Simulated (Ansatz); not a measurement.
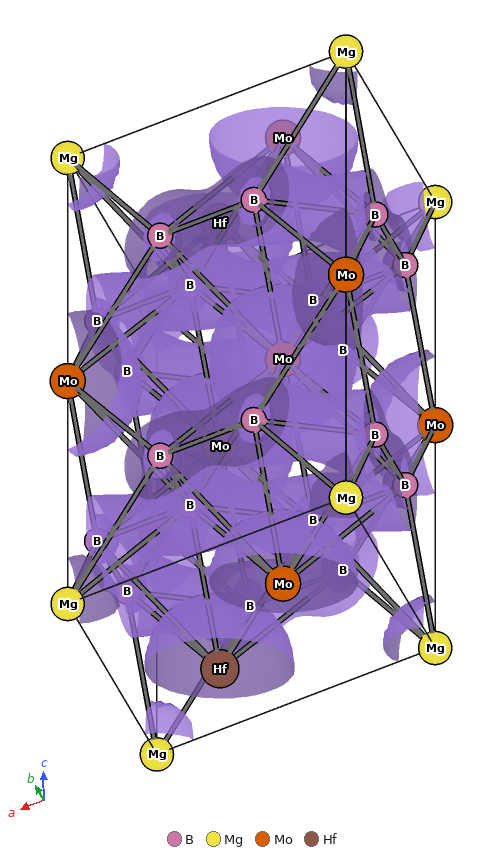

Figure. HfMgB12Mo4. Isosurface of the valence electron density at 0.6 e/Å³ (purple), seen at an oblique angle. Sticks mark near contacts.

Space group P3m1; a generated structure, not necessarily the stable one; computed without spin polarisation.

Computed with DFT PBE, scalar-relativistic, plane waves, PAW in Ansatz 0.2.0.

The density is the valence pseudo-density of a PAW calculation; it isn't the true density close to the nuclei.

```
CELL_PARAMETERS angstrom
4.57788 -2.64290 -0.00003
-4.57787 -2.64286 -0.00006
-0.00002 -0.00012 -6.71993
ATOMIC_POSITIONS crystal
B 0.66748 0.66834 0.25264
B 0.66769 0.66821 0.74598
B 0.00096 0.33254 0.25262
B 0.00064 0.33231 0.74595
B 0.33170 0.99907 0.25266
B 0.33181 0.99939 0.74595
B 0.00096 0.66832 0.25265
B 0.00063 0.66821 0.74594
B 0.33172 0.33256 0.25266
B 0.33180 0.33231 0.74596
B 0.66746 0.99906 0.25264
B 0.66770 0.99937 0.74594
Mg 0.00000 0.00000 0.99922
Mo 0.99985 0.99992 0.49901
Mo 0.33342 0.66656 0.50092
Mo 0.33314 0.66659 0.99838
Mo 0.66676 0.33324 0.49867
Hf 0.66664 0.33331 0.99942
```

Q: What does this surface tell about the bonding?

A: At this value the density is joined into sheets; it holds about 65 % of the electrons treated as valence (semicore included). It bridges the shortest B–B (1.75 Å) contacts, where the density stays above the isovalue. It is pinched off along the shortest B–Mo (2.41 Å), Mg–B (2.44 Å) and Hf–B (2.45 Å) contacts. On the grid the lowest density along these lines, outside the cores, is 0.81 e/Å³ (B–B, 1.75 Å), 0.41 e/Å³ (B–Mo, 2.41 Å), 0.18 e/Å³ (Mg–B, 2.44 Å) and 0.36 e/Å³ (Hf–B, 2.45 Å).
